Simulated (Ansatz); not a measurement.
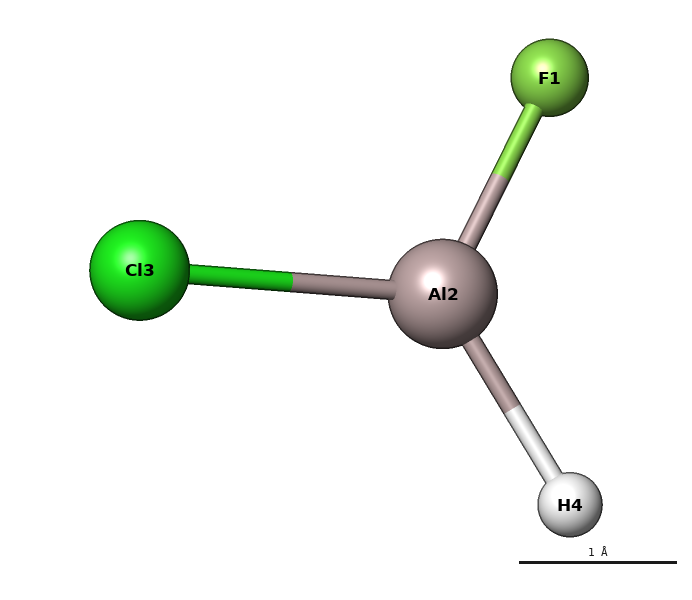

The atoms are numbered. Computed geometry: PBE-D4/def2-SVP optimisation. No frequency run is at hand to confirm it as a minimum.

List the bonds and their lengths.

```csv
bond,length (Å)
F1–Al2,1.673
Al2–Cl3,2.101
Al2–H4,1.576
```
